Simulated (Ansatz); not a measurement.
# CH₄F₂Si: what the fields show

```xyz
8

C    -0.7277   -0.9511    0.6652
F    -1.0131   -3.0425    2.5497
F    -2.7239   -2.9553    0.5958
Si   -1.8737   -2.0307    1.6205
H    -1.2891   -0.2798    0.0043
H    -0.1167   -0.3412    1.3414
H    -0.0557   -1.5595    0.0480
H    -2.8367   -1.3241    2.4951
```

Geometry: PBE0-D3(BJ)/pcseg-1.

Method: Ansatz, isolated molecule in a Gaussian basis; Kohn-Sham density functional theory, functional PBE0.

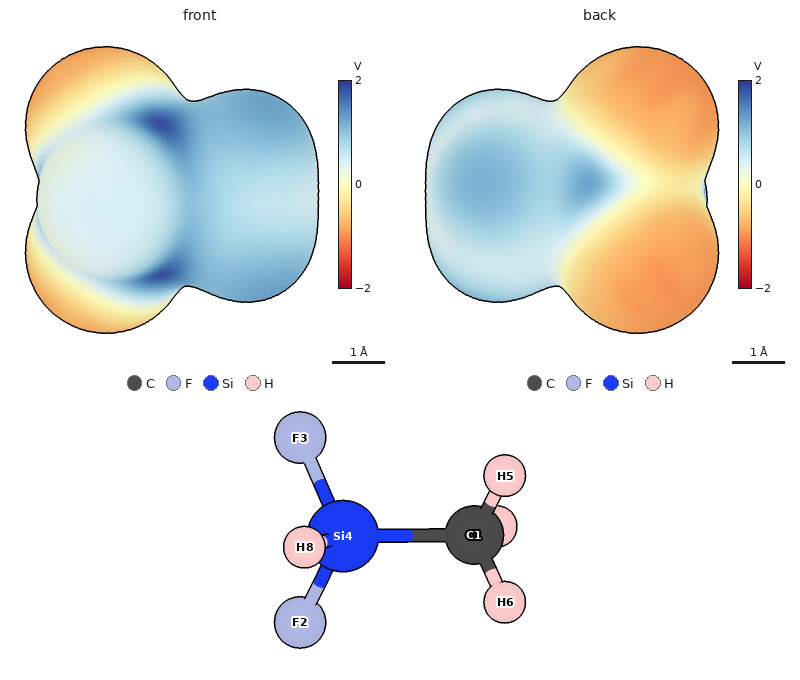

Figure 1. The molecular electrostatic potential painted on the density surface at 0.002 e/bohr³, seen from the front and from behind; red is negative and blue positive. The bare structure is drawn below in the same view.

Question: Which sites attract a positive test charge, and which a negative one?

Answer: A positive charge is drawn to the negative regions and a negative charge to the positive ones. The most negative region (about −0.9 V) lies over F2 and F3, the most positive (about +1.7 V) over Si4.

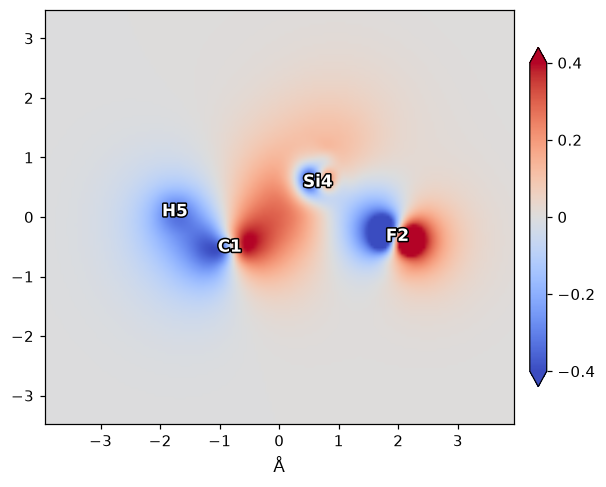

Figure 2. The HOMO−1 on the plane of atoms C1, Si4 and F2 (values in Å⁻³ᐟ²; the overall sign is arbitrary).

Question: Where does this orbital lie, and at what energy?

Answer: Its weight (Hirshfeld) is mainly on Si4 (about 20 %), C1 (about 20 %), F2 (about 15 %), F3 (about 15 %) and H8 (about 15 %). Its energy is −11.26 eV.

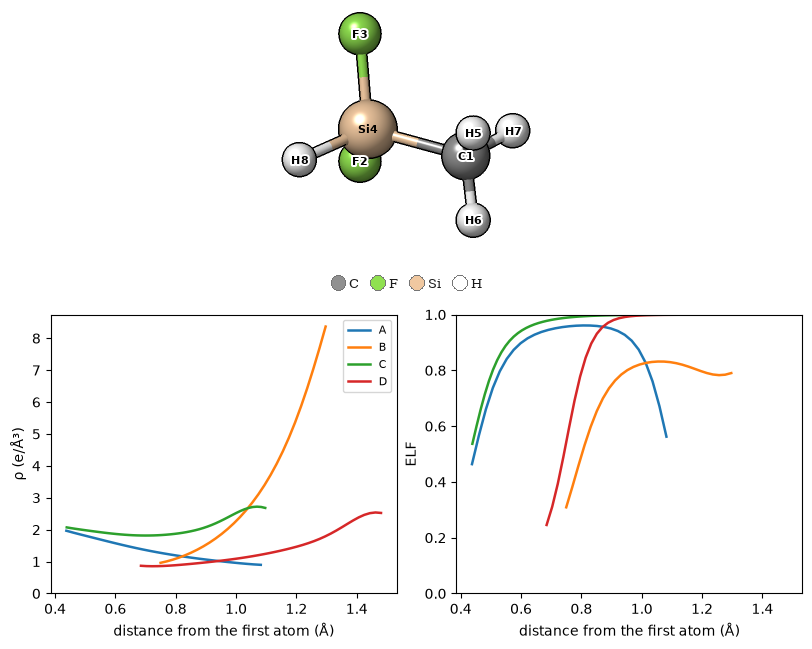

Figure 3. Total electron density and ELF along straight lines between neighbouring atoms. The curves leave out the atomic cores. The structure is drawn too.

Question: Which curve belongs to which contact (C–H, C–Si, Si–F and Si–H)? The first atom named is at distance zero.

Answer: Curve A: C–Si (1.84 Å): the density is about 1 e/Å³ at the midpoint; the ELF peaks at about 0.95 between the atoms, as expected for a shared electron pair. Curve B: Si–F (1.62 Å): ρ at the midpoint is about 1.1 e/Å³; the ELF peaks at about 0.85 in the valence shell of F, 0.6 Å from its nucleus, and is about 0.55 at the midpoint. Curve C: C–H (1.10 Å): ρ at the midpoint is about 1.9 e/Å³; the ELF climbs to about 1 towards the hydrogen, as it does in any bond to H; an ordinary covalent bond to hydrogen. Curve D: Si–H (1.48 Å): ρ is about 0.86 e/Å³ halfway; the ELF climbs to about 1 towards the hydrogen.

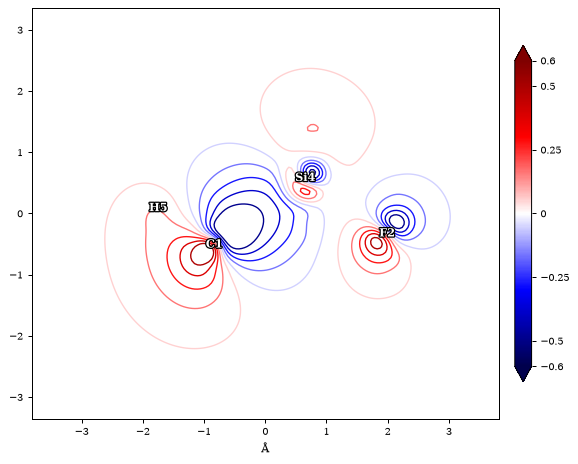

Figure 4. The HOMO on the plane of atoms C1, Si4 and F2 (values in Å⁻³ᐟ²; the overall sign is arbitrary).

Question: Describe this orbital and give its energy.

Answer: It lies mainly on C1 (about 30 %), Si4 (about 25 %), H8 (about 20 %), F2 (about 5 %) and F3 (about 5 %). Its energy is −9.49 eV.
